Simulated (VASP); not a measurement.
Band structure of TiO2 (anatase). Calculation: optB86b-vdW, VASP's PBE PAW potentials (set 64) (plane waves; VASP).

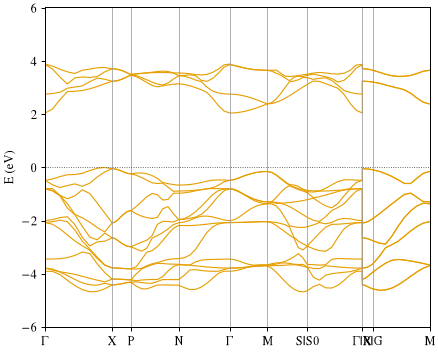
Fig. 1. Bands along high-symmetry lines, zero at the valence-band maximum or, without a gap, the Fermi level

Q: Read the plot: is there a gap, and where are the band edges?

A: The gap is indirect, 2.05 eV, from the valence maximum at Γ-X at 0.89 to the conduction minimum at Γ. (Edges off the drawn lines would not show.)

The compound is TiO2 in the anatase structure, one of several forms; rutile is the usual stable one. It was relaxed first.
